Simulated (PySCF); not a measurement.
SMILES CC(CC([OH2+])C)C (C₆H₁₅O (cation, charge +1)) at its GFN2-xTB optimised geometry (Å):

```
22

C     -1.0556     1.9286     1.2307
C     -1.4033     1.0807     0.0000
C     -1.1054     1.8580    -1.2805
C     -0.7393    -0.3088     0.0000
C      0.7792    -0.3088     0.0000
C      1.3969    -1.6609    -0.2719
O      1.1821     0.0766     1.3998
H     -1.1586     1.3637     2.1583
H     -0.0758     2.4085     1.1420
H     -1.7642     2.7516     1.3013
H     -2.4796     0.8905     0.0276
H     -0.0629     2.1633    -1.3443
H     -1.7114     2.7586    -1.3141
H     -1.3443     1.2628    -2.1569
H     -1.0704    -0.8405    -0.8918
H     -1.0837    -0.8858     0.8609
H      1.1765     0.4468    -0.6831
H      1.0007    -2.4085     0.4097
H      1.1663    -1.9681    -1.2873
H      2.4796    -1.6283    -0.1747
H      2.1457     0.2220     1.4696
H      0.6423     0.8850     1.6350
```

Computed with PySCF with B3LYP/def2-SVP. Cells within 0.4 Å of a nucleus heavier than hydrogen are left out (blank, or x).

Map of the HOMO amplitude (bohr^(-3/2)), clipped to [-0.25, 0.25] on the plane z = 0.0 Å; orbital energy -13.07 eV, overall sign arbitrary:

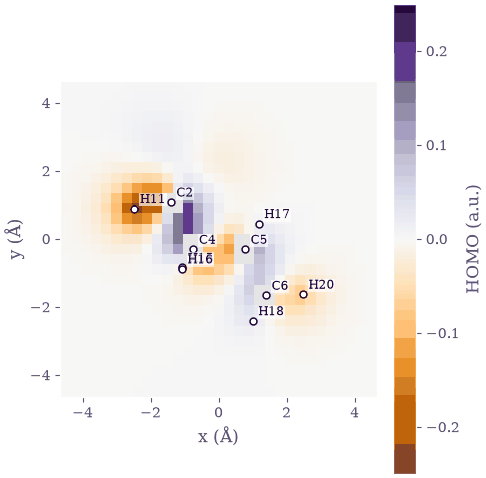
HOMO amplitude (bohr^(-3/2)), clipped to [-0.25, 0.25] on the plane z = 0.0 Å.
